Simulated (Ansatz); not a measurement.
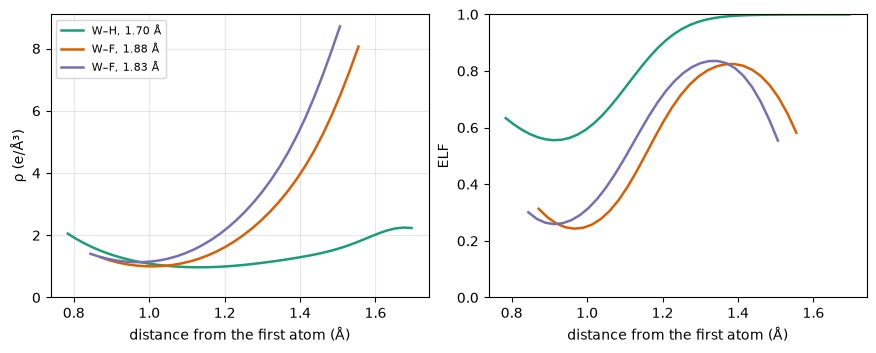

Figure 1: F4H2W. Electron density and electron localisation function along straight lines between neighbouring atoms. The curves leave out the atomic cores.

Core potentials replace the inner electrons of W.

All numbers below come from Ansatz, RKS LDA/def2-SVP.

```xyz
7

W     0.1414    0.0000    0.1414
F    -0.7295    0.0000    1.8128
F     1.8128    0.0000   -0.7295
F     0.3250    1.8067    0.3250
H    -1.5124    0.0000   -0.2323
F     0.3250   -1.8067    0.3250
H    -0.2323    0.0000   -1.5124
```

**What can be read from the curves?**

W–H (1.70 Å): ρ at the midpoint is about 1.6 e/Å³; the ELF climbs to about 1 towards the hydrogen.
W–F (1.88 Å): the density is about 1.1 e/Å³ at the midpoint; the ELF peaks at about 0.80 in the valence shell of F, 0.5 Å from its nucleus, and drops to about 0.25 between the two atoms.
W–F (1.83 Å): ρ at the midpoint is about 1.2 e/Å³; the ELF peaks at about 0.85 in the valence shell of F, 0.5 Å from its nucleus, and drops to about 0.25 between the two atoms.
